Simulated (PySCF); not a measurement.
Ionisation energy of Si⁺ ([Ne] 3s² 3p → [Ne] 3s²). PySCF, aug-cc-pV(T+d)Z plus 1 diffuse shell for each l, non-relativistic, unrestricted single determinants, no spin-orbit coupling. Methods marked “valence” freeze 10 core electrons.

The results, method by method:

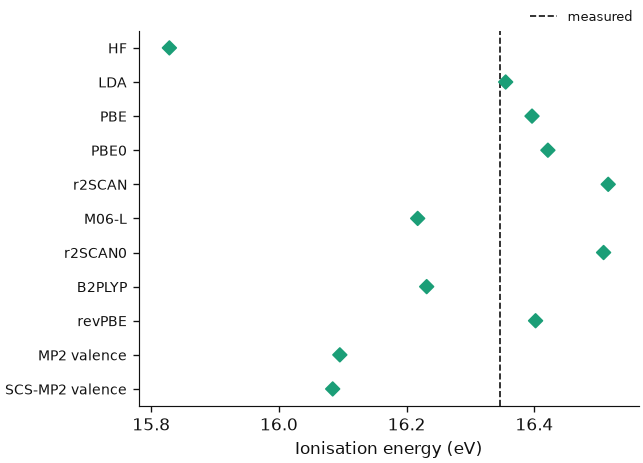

```
         Method  Ionisation energy (eV)
             HF                  15.829
            LDA                  16.355
            PBE                  16.396
           PBE0                  16.421
         r2SCAN                  16.516
          M06-L                  16.217
        r2SCAN0                  16.508
         B2PLYP                  16.231
         revPBE                  16.402
    MP2 valence                  16.095
SCS-MP2 valence                  16.084
```

The values run from 15.829 eV (HF) to 16.516 eV (r2SCAN). The measured value is 16.346 eV; nearest to it come LDA (+0.009) and PBE (+0.051), furthest HF (−0.517 eV). These values lack spin-orbit coupling; with the first-order correction of +0.020 eV added, LDA comes nearest (+0.030).
